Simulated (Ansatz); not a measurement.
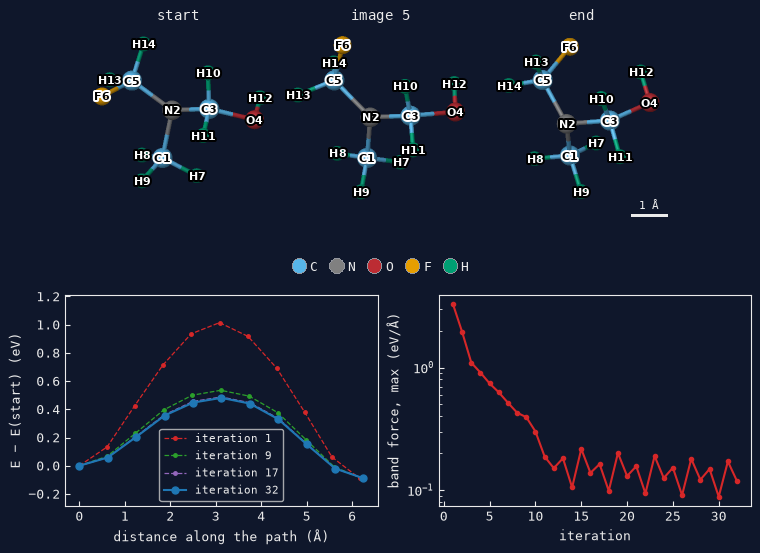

A nudged-elastic-band calculation for C$_{3}$H$_{8}$FNO. Images are numbered from 0 (start) to 10 (end). The plot follows the band through its iterations. A ball-and-stick model, seen at a tilt.

Method: Ansatz 0.2.0, RKS B3LYP/def2-SVP. Run with 9 movable images; climbing image; force threshold 0.03 eV/Å; iteration limit 32; optimiser L-BFGS; largest step 0.02 Å; starting path by image-dependent pair potential.

**Judge this run.**

The result isn't final. The band hadn't converged when the run stopped after 32 iterations. The largest component of the band force went from 3.3 to 0.12 eV/Å. The barrier read from it is provisional, though the highest image hardly moved in the last two iterations. The step length is far from the usual. The first iteration put the highest image at 1.01 eV. The highest point, image 5, lies 0.48 eV above the start and 0.57 eV above the end; the end is at −0.09 eV relative to the start.
